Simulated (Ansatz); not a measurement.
```xyz
10

Al   -0.1475   -0.0055   -0.0496
C    -0.1166    0.1165    1.9101
H    -1.1637    0.0068    2.2602
H     0.3709   -0.8081    2.2831
C     0.5319    1.3531    2.5438
H     0.5034    1.3243    3.6469
H     1.5903    1.4557    2.2505
H     0.0287    2.2841    2.2324
H     0.5165    1.1244   -0.9615
H    -0.8428   -1.2613   -0.7442
```

The calculation used RKS r2SCAN-D4/def2-SVP (Ansatz 0.2.0).

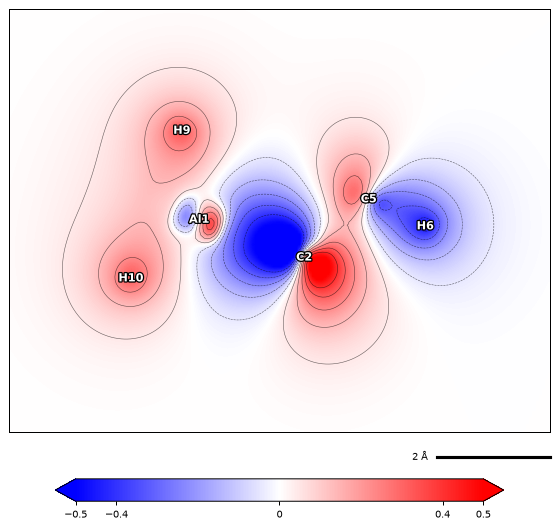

C2H7Al. The HOMO on the plane of atoms C2, C5 and H6 (values in Å⁻³ᐟ²; the overall sign is arbitrary).

What is the character of this orbital?

By Hirshfeld shares it lies mainly on C2 (about 40 %), Al1 (about 20 %), C5 (about 10 %) and H6 (about 5 %). Its energy is −6.55 eV.
